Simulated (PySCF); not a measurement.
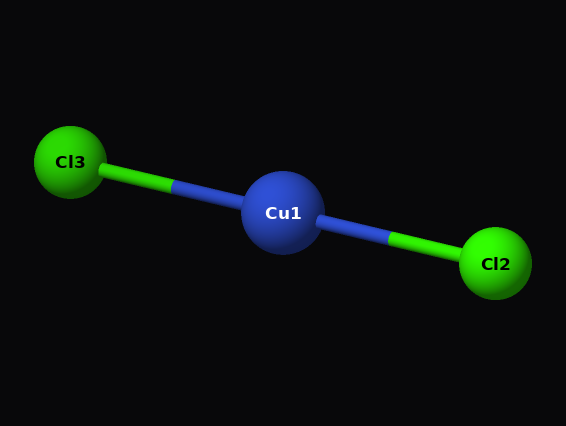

Charge −1, singlet. The geometry was computed by an optimisation with PBE0-D3(BJ)/def2-SVP. No frequency run is at hand to confirm it as a minimum. Electric field gradients from the ground-state density, PBE0/pcSseg-1 (pcSseg-2 on Cu) (PySCF 2.14.0), non-relativistic apart from any core potentials.

Give the largest field-gradient component, the quadrupole coupling constant and the asymmetry for 63Cu at Cu1 (Q = −220.1 mb), 35Cl at Cl2 (Q = −81.7 mb).

| atom | V_zz (a.u.) | e²qQ/h (MHz) | η |
| --- | --- | --- | --- |
| Cu1 | −0.685 | 35.4 | 0.00 |
| Cl2 | 1.212 | −23.3 | 0.00 |
